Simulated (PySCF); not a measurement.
# C2H5AlO3 (SMILES C[C][O][Al]([OH])[OH]): what the fields show

```xyz
11

C     1.2111    1.4453    0.6276
C     1.7977    0.5040   -0.3690
O    -0.0112    1.1429    0.8995
Al   -1.0700   -0.1598    0.3315
O    -2.1275    0.2657   -0.9129
O    -1.0915   -1.5399    1.3027
H     1.0816   -0.3032   -0.7070
H     2.1341    1.0696   -1.2540
H     2.6954    0.0250    0.0558
H    -2.8945   -0.1936   -1.2533
H    -1.6923   -2.2845    1.2893
```

Geometry: PBE0-D3(BJ)/def2-SVP.

The calculation used PBE0/pcSseg-2, SCF density, gas phase, non-relativistic (PySCF).

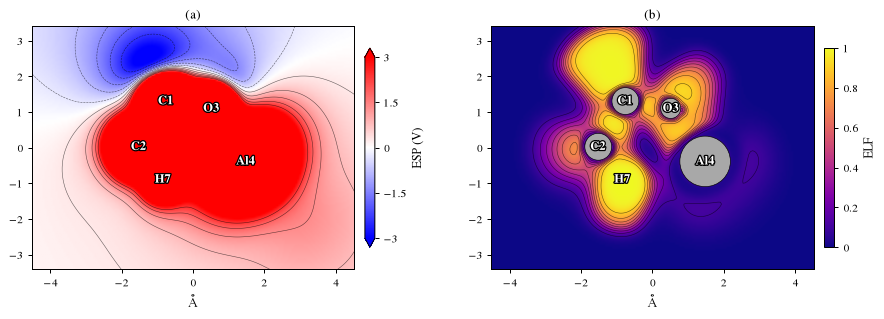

Figure 1. (a) molecular electrostatic potential; (b) electron localisation function on the plane of atoms C1, O3 and Al4. Grey discs cover the atomic cores in the ELF map.

### Interpret the plot.

- The plane passes through C, O, Al and H nuclei.
- C–O (1.29 Å): the ELF peaks at about 0.90 between the atoms: a polar covalent bond.
- C–C (1.49 Å): the ELF peaks at about 0.95 between the atoms, as expected for localised, covalent bonding.
- Al–O (1.77 Å): the ELF peaks at about 0.90 in the valence shell of O, 0.6 Å from its nucleus, and is about 0.55 at the midpoint.
- C–H (1.13 Å): the ELF climbs to about 1 towards the hydrogen, as it does in any bond to H: a covalent bond by its length.
- The ELF also peaks beside O3 and C1, away from the bonds: lone-pair regions.
- Outside the dense part of the molecule the potential is most negative (−3.3 V) near C1.

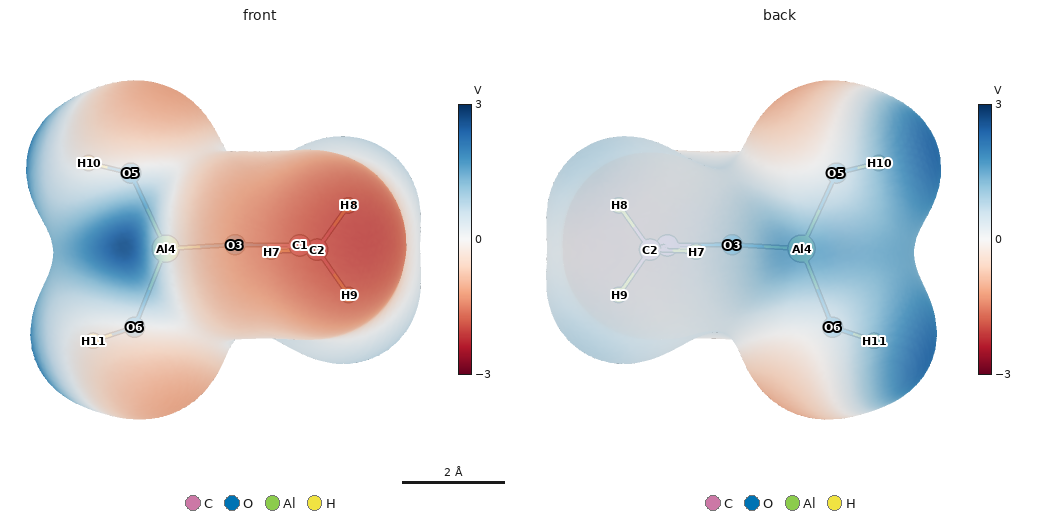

Figure 2. The electrostatic potential painted on the density surface at 0.001 e/bohr³, seen from the front and from behind; the colour scale runs from red (negative) to blue (positive).

### Describe the electrostatic potential map.

The most negative region (about −2.0 V) lies over C1, the most positive (about +2.3 V) over Al4, H10 and H11.

### How polar is the molecule by this calculation?

Its dipole moment is 5.02 D.
